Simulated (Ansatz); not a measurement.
**GeH$_{2}$S: density, localisation and related maps**

The calculation's input:

```
crystal:
  periodic: [false, false, false]
  atoms:
    - { symbol: S, position_ang: [-0.5434, -1.1505, 0.5933] }
    - { symbol: Ge, position_ang: [-0.5614, 0.5903, -0.8496] }
    - { symbol: H, position_ang: [0.774, -1.2484, 0.5086] }
    - { symbol: H, position_ang: [-1.69655, -1.23324, 1.34682] }
basis:
  gaussian: { orbitals: def2-SVP }
hamiltonian:
  xc: revpbe
  dispersion: d4
relax:
  f_tol: 0.02
  max_steps: 50
output:
  orbitals: {}
```

Run with:

```sh
ansatz run input.yaml --threads 1 --pin off --max-ram 2048MiB --backend cpu --events-out ev --progress --plain --runs-dir out
```

The fields are those of the run's last geometry, not of the input's.

Method: RKS revPBE-D4/def2-SVP in Ansatz 0.2.0.

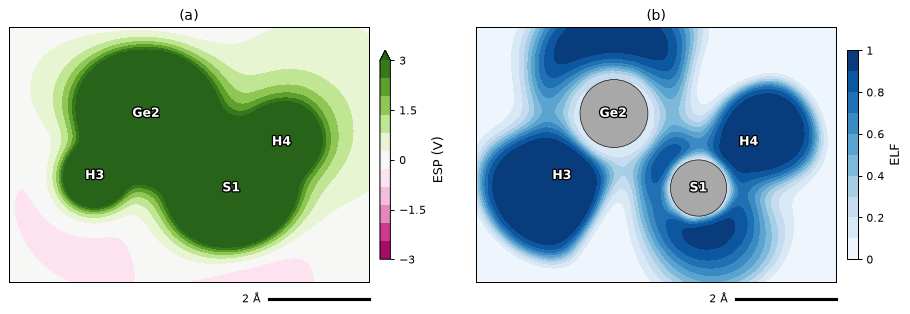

Figure 1. (a) electrostatic potential; (b) ELF on the molecular plane. Grey discs cover the atomic cores in the ELF map.

**Interpret the plot.**

- The plane passes through S, Ge and H nuclei.
- Ge–S (2.25 Å): the ELF peaks at about 0.85 in the valence shell of S, 0.9 Å from its nucleus, and is about 0.70 at the midpoint.
- S–H (1.37 Å): the ELF climbs to about 1 towards the hydrogen, as it does in any bond to H.
- Ge–H (1.62 Å): the ELF climbs to about 1 towards the hydrogen.
- The ELF also peaks beside S1, away from the bonds: lone-pair regions.
- Outside the dense part of the molecule the potential is most negative (−0.5 V) near S1.

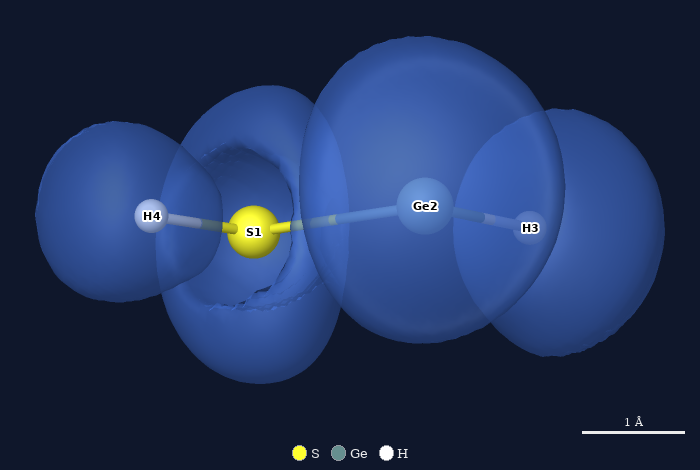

Figure 2. Isosurface of the electron localisation function at 0.8 (blue), seen from one side. Core shells and regions of very low density are left out.

**Where are the electrons localised?**

At this value the surface marks out two regions around hydrogen nuclei, one lobe on Ge, pointing away from the bonds (lone pairs) and one region wrapped around S (its valence shell).

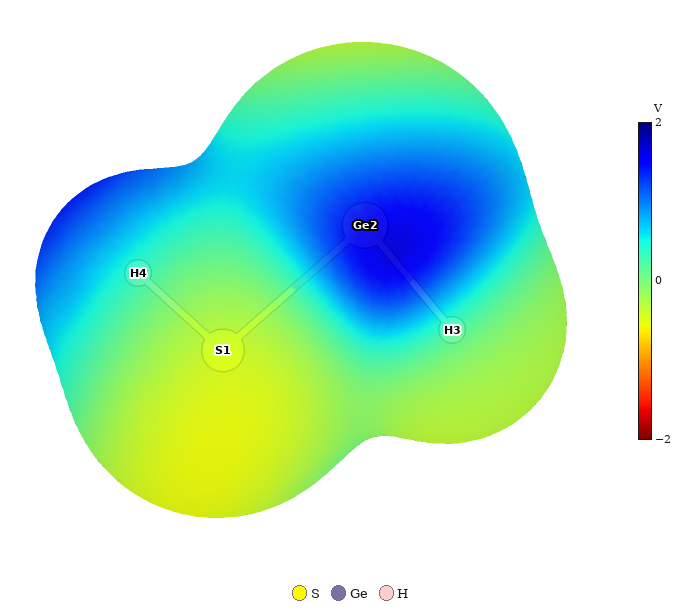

Figure 3. The electrostatic potential painted on the density surface at 0.002 e/bohr³, seen across its widest extent; red is negative and blue positive.

**Which sites attract a positive test charge, and which a negative one?**

A positive charge is drawn to the negative regions and a negative charge to the positive ones. The most negative region (about −0.6 V) lies over S1, the most positive (about +1.6 V) over Ge2.
